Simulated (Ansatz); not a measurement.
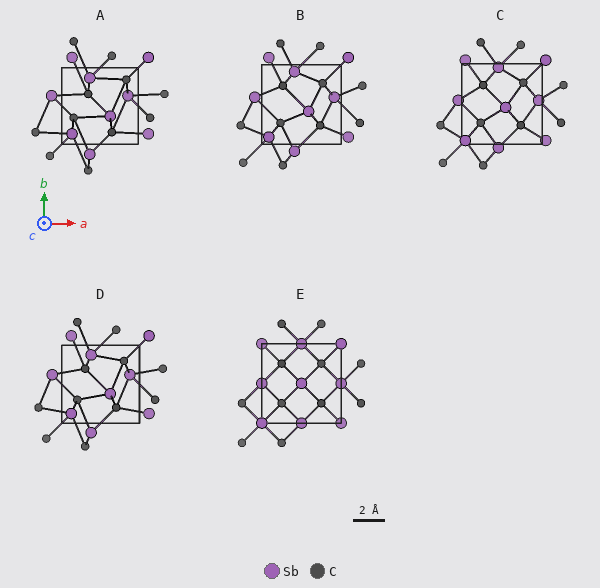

5 geometries from one relaxation of solid SbC (built on the FeSi (B20)_198 type) (coarse preliminary run), in shuffled order. A ball-and-stick model of the cell of the calculation, seen along the c axis.

Case: FeSi (B20) type (P2_13, No. 198).

The calculation used DFT PBE, scalar-relativistic, plane waves, PAW (Ansatz). (plane-wave cutoff 420 eV; k-point mesh 4 × 4 × 4; occupations gaussian; smearing width 0.1 eV; no spin polarisation; cell and atoms relaxed; force threshold 0.04 eV/Å; at most 70 steps)

Question: Order the frames from highest to lowest energy.

Answer: A, D, B, C, E. They are steps 0, 2, 4, 6, 12, at +820 meV per atom, +571 meV per atom, +380 meV per atom, +142 meV per atom relative to the last. The largest moves relative to the cell, 1.22 Å, are those of Sb atoms. Largest moves by element: Sb 1.22 Å, C 0.86 Å. Cell: a = b = c 5.076 → 5.274 Å (+3.9 %). Volume +12.2 %. Among the contacts that change: C–Sb 2.656 → 2.284 Å, C–Sb 2.545 → 2.284 Å. Among the angles between lasting bonds that change: Sb–C–Sb 71.7° → 109.4°, C–Sb–C 74.2° → 109.5°, Sb–C–Sb 137.4° → 109.5°. The space group (tolerance 0.01 Å) goes from P2_13 (No. 198) to F-43m (No. 216). Over 10 accepted moves (12 points after the start) the energy falls by 820 meV per atom. The largest force component goes from 0.59 to 0.00067 eV/Å. Pressure: −1.23 GPa at the start and 0.21 GPa at the end. The line search rejected the trial step at point 8 of the run. The SCF was repeated once at an unchanged geometry on a basis and grid sized afresh for the cell, which shifted the energy by 3.5 meV per atom at most.
